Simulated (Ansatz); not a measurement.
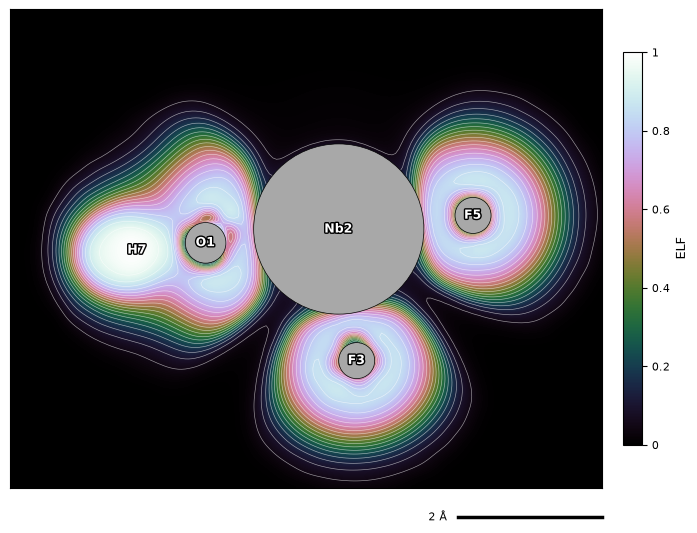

F4HNbO (SMILES [OH][Nb]([F])([F])([F])[F]). Electron localisation function on the plane of atoms F3, Nb2 and F5. Grey discs cover the atomic cores.

Geometry: PBE0-D4/def2-TZVP; core potentials replace the inner electrons of Nb.

Theory: RKS PBE0-D4/def2-TZVPP (Ansatz 0.2.0).

Input file:

```
crystal:
  periodic: [false, false, false]
  atoms:
    - {symbol: O, position_ang: [0.078709, -1.349069, 0.629220]}
    - {symbol: Nb, position_ang: [-0.012426, 0.323834, -0.172841]}
    - {symbol: F, position_ang: [1.733847, 0.207150, -0.750884]}
    - {symbol: F, position_ang: [-1.379048, -0.206691, -1.288488]}
    - {symbol: F, position_ang: [-0.092951, 2.018742, -0.965139]}
    - {symbol: F, position_ang: [-0.406079, 1.133503, 1.435872]}
    - {symbol: H, position_ang: [0.139149, -2.195669, 1.066460]}
basis:
  gaussian: {orbitals: def2-TZVPP}
hamiltonian: {xc: pbe0, dispersion: d4}
output: {orbitals: {seedname: orbitals}}
```

Command:

```sh
ansatz run in.yaml --threads 4 --pin off --events-out ev --progress --plain --max-ram 10444MiB
```

### What does the map show?

Atoms in the plane: O, Nb, F and H. Nb–F (1.84 Å): the ELF peaks at about 0.85 in the valence shell of F, 0.5 Å from its nucleus, and drops to about 0.30 between the two atoms. Nb–O (1.86 Å): the ELF peaks at about 0.80 in the valence shell of O, 0.5 Å from its nucleus, and drops to about 0.20 between the two atoms. O–H (0.95 Å): the ELF climbs to about 1 towards the hydrogen, as it does in any bond to H (a covalent bond by its length).
